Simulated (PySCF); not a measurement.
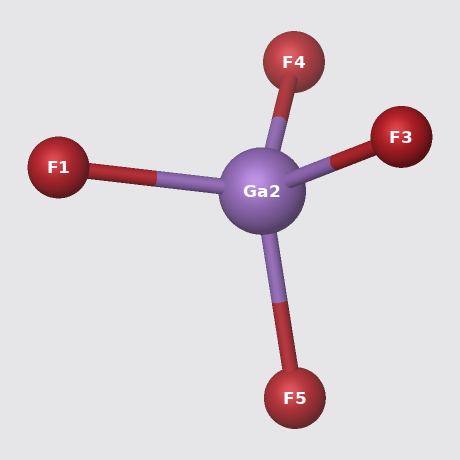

The species has charge −1 and is a spin singlet. Computed geometry: GFN2-xTB optimisation. No frequency run is at hand to confirm it as a minimum. Method: B3LYP/pcJ-1 (pcSseg-1 on Ga) indirect spin-spin coupling, non-relativistic, gas phase (PySCF 2.14.0). Isotopes: 19F.

Give the spin–spin coupling constants of these pairs, with the number of bonds between them: F1/F5, F1/F4, F1/F3, F3/F4, F3/F5, F4/F5.

```tsv
pair	bonds apart	J (Hz)
F1, F5	2	−99.8
F1, F4	2	−99.6
F1, F3	2	−99.7
F3, F4	2	−99.6
F3, F5	2	−99.7
F4, F5	2	−99.9
```

Density functionals are unreliable for couplings to fluorine, so those rows may be far off.

The geometry is semi-empirical. Around Ga such bond lengths and angles can be off by a tenth of an ångström or more and by several degrees, and values that hang on the shape move with them.
